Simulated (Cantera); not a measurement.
Charge: 1 mol MgCO3, 0.18 mol H2S, 3.4 mol H2O, 0.055 mol SO3, held at 26000 Pa.

Cantera equilibrium calculation (NASA polynomials, part measured and part estimated; ideal gas, pure solids and liquids). Candidate condensed phases: C, C6H6, C7H8, C8H18, H2O, H2SO4, Mg, MgCO3, MgO, Mg(OH)2, MgS, MgSO4, S; 130 gas species. Gases not in the tables: S3 to S7. Kinetics and transport are ignored.

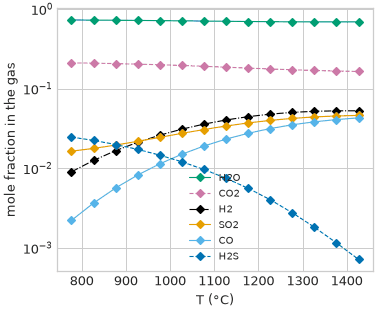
Equilibrium gas composition (values under 1e-9 drawn at 1e-9)

From 777 °C to 1427 °C the condensed part is MgO(s).
